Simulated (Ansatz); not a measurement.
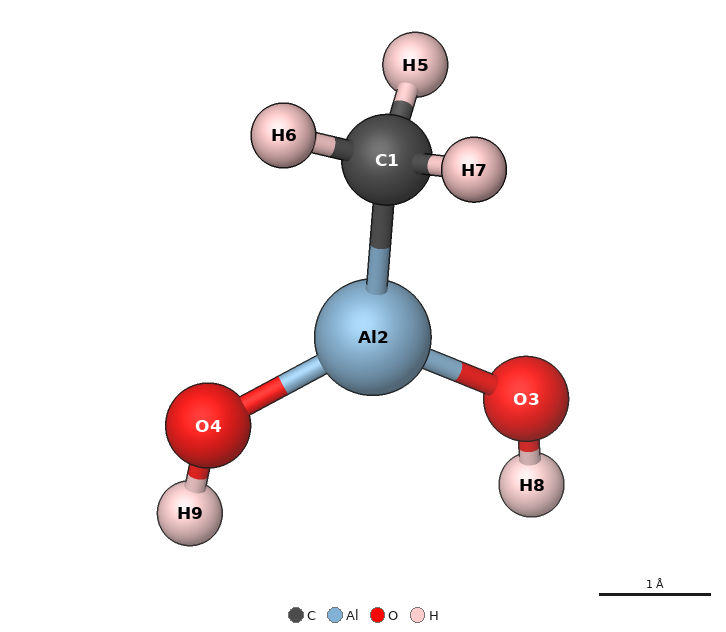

Numbered structure. Computed geometry: PBE0-D4/def2-TZVP optimisation. No frequency run is at hand to confirm it as a minimum.

**Describe the coordination of atom 3.**

O3 has 2 neighbours (Al2 at 1.70, H8 at 0.95 Å); the arrangement is bent.

**What is the geometry at C1?**

C1 has 4 neighbours (Al2 at 1.93, H5 at 1.09, H6 at 1.09, H7 at 1.09 Å); the arrangement is tetrahedral.

**What is the geometry at O4?**

O4 has 2 neighbours (Al2 at 1.70, H9 at 0.95 Å); the arrangement is bent.

**How are the neighbours of atom 2 arranged?**

Al2 has 3 neighbours (C1 at 1.93, O3 at 1.70, O4 at 1.70 Å); the arrangement is trigonal planar.
